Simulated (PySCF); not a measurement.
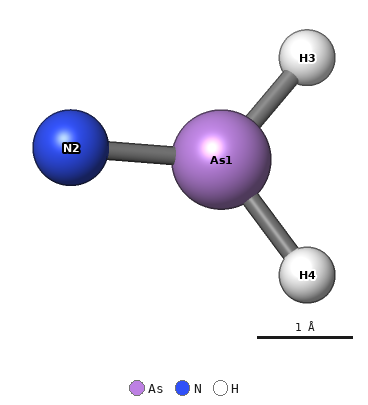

Fig. 1: The input geometry (ball-and-stick view, seen at an oblique angle; atoms are numbered from 1 in the order of the input). Bond lengths as drawn: As–H 1.52 Å and As–N 1.64 Å.

Frequency calculation of AsNH2

- system: AsNH2
- method: RKS-based PBE0, As def2-TZVP, N def2-TZVP, H def2-TZVP; non-relativistic Hamiltonian; density fitting (PySCF 2.14.0)

Output:
```
init E= -2291.36569057649
  HOMO = -0.253484074031366  LUMO = -0.0962393295935691  gap/eV = 4.27885
cycle= 1 E= -2291.36569057647  delta_E= 1.27e-11  |g|= 7.2e-06  |ddm|= 6.49e-06
  HOMO = -0.253481523131683  LUMO = -0.0962380210042149  gap/eV = 4.27881
Extra cycle  E= -2291.36569057634  delta_E= 1.34e-10  |g|= 2.34e-05  |ddm|= 2.09e-05
converged SCF energy = -2291.36569057634
```

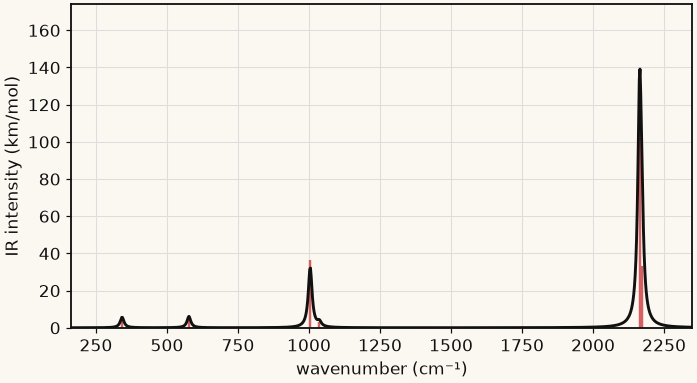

Fig. 2: Harmonic infrared spectrum, unscaled: sticks (degenerate modes added up, dark ones marked on the axis) with a Lorentzian envelope of 16 cm⁻¹ full width, scaled to the tallest stick. 6 modes from 342 to 2172 cm⁻¹, none imaginary. The strongest line is at 2164 cm⁻¹ (139 km/mol). All modes, in cm⁻¹ (km/mol): 342 (6.4), 577 (6.8), 1004 (36), 1037 (2.9), 2164 (139), 2172 (33).

The run was set up as follows.

Input file:
```python
from pyscf import gto, scf, dft
mol = gto.M(atom='''
As     0.000000     0.000000    -0.231334
N      0.000000     0.000000     1.406354
H      1.200380     0.000000    -1.164927
H     -1.200380     0.000000    -1.164927''',
    basis={'As': 'def2-TZVP', 'N': 'def2-TZVP', 'H': 'def2-TZVP'},
    charge=0, spin=0)
mf = dft.RKS(mol, xc='PBE0')
mf.grids.atom_grid = (75, 302)
aux = {'As': 'def2-universal-JKFIT', 'N': 'def2-universal-JKFIT', 'H': 'def2-universal-JKFIT'}
mf = mf.density_fit(auxbasis=aux)
mf.conv_tol = 1e-09
mf.diis_space = 10
mf.max_cycle = 60
mf.verbose = 4
mf.kernel()
```

The script is an equivalent of the set-up of the self-consistent field. The run itself was carried out by a driver, which started from the orbitals of the step before it where there was one and computed the further properties.

Command:
```bash
OMP_NUM_THREADS=2 python axn.py task.json out
```

Results in brief:

| quantity | value |
| --- | --- |
| outcome | converged |
| total energy | −2291.365691 hartree |
| HOMO | −6.90 eV |
| LUMO | −2.62 eV |
| zero-point energy | 0.016621 hartree |
| dipole moment | 4.12 D |
| wavenumbers, lowest and highest | 342 and 2172 cm⁻¹ |
| hardware | 2 threads of Arm Neoverse V1, 112 GiB of memory available, shared host |
| wall time | 26 s (CPU time 46 s) |
| peak memory | 1.1 GiB |
